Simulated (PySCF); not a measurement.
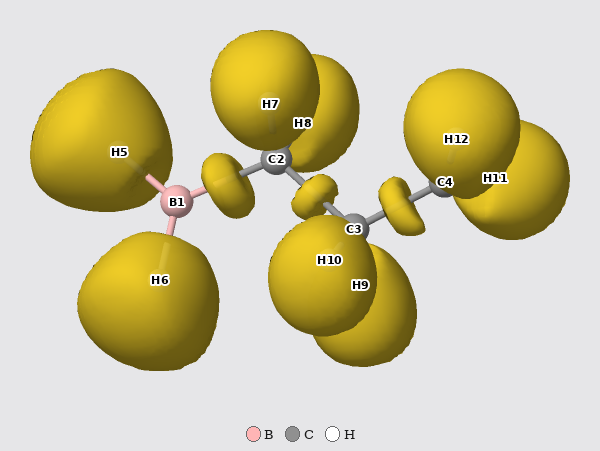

Figure 1: C3H8B (SMILES BCC[CH2]) (doublet). Isosurface of the electron localisation function at 0.85 (yellow), seen at a tilt. Core shells and regions of very low density are left out.

Geometry: GFN2-xTB.

Theory: UKS B3LYP, pcH-1 on B C H, non-relativistic, mean-field spin-orbit, GIAO in PySCF.

```xyz
12

B     1.8874    0.6165   -0.0329
C     0.5035    0.1382    0.5212
C    -0.6076   -0.1416   -0.5298
C    -1.8416   -0.6263    0.1052
H     2.7729    0.7546    0.7189
H     2.0511    0.8375   -1.1690
H     0.1274    0.8880    1.2258
H     0.6387   -0.7618    1.1300
H    -0.2290   -0.8808   -1.2381
H    -0.7950    0.7928   -1.0662
H    -2.0144   -1.6771    0.2384
H    -2.4922    0.0593    0.6145
```

### Where are the electrons localised?

The surface consists of one region between bonded B–C atoms (shared pairs), two regions between bonded C–C atoms (shared pairs) and eight regions around hydrogen nuclei. Profiles from the grid: C–C (1.47 Å): the ELF peaks at about 0.95 between the atoms: a covalent bond. C–B (1.57 Å): the ELF peaks at about 1 between the atoms: a covalent bond.
